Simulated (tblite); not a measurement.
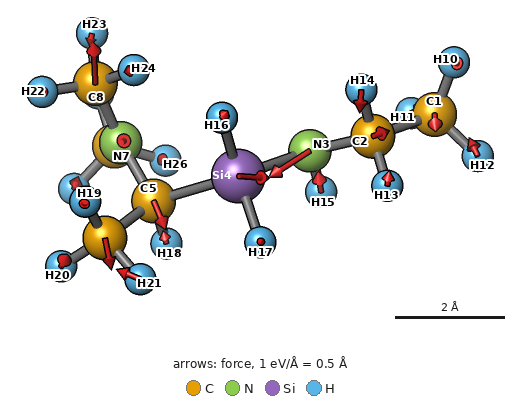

Starting geometry of C₆H₁₈N₂Si with the computed forces as red arrows. A ball-and-stick model, seen from a free direction.

All numbers below come from tblite 0.8.0, GFN2-xTB geometry optimisation, gas phase. 

Q: Is this structure relaxed? If not, where do the atoms go?

A: It isn't relaxed: the largest force vector, on a C atom, is 2.16 eV/Å. The final displacements have little in common with the starting forces (cosine between the two patterns 0.19). After 262 geometry steps the energy has fallen by 27.8 kcal/mol. An H atom moves most after the best rigid fit: 2.91 Å. By element the largest moves are H 2.91 Å, C 1.27 Å, N 0.70 Å, Si 0.53 Å. Among the contacts that change: N–Si 1.789 → 1.709 Å, C–N 1.402 → 1.460 Å, C–N 1.388 → 1.445 Å, H–Si 1.439 → 1.479 Å. Among the angles between lasting bonds that change: C–N–Si 107.4° → 123.9°, C–N–C 121.4° → 111.2°, N–Si–C 111.7° → 104.2°. Groups turn about C–C by about 55°, C–Si by about 25°. Cost: 2.4 s on 1 thread of Intel(R) Xeon(R) 6975P-C, on a shared host.
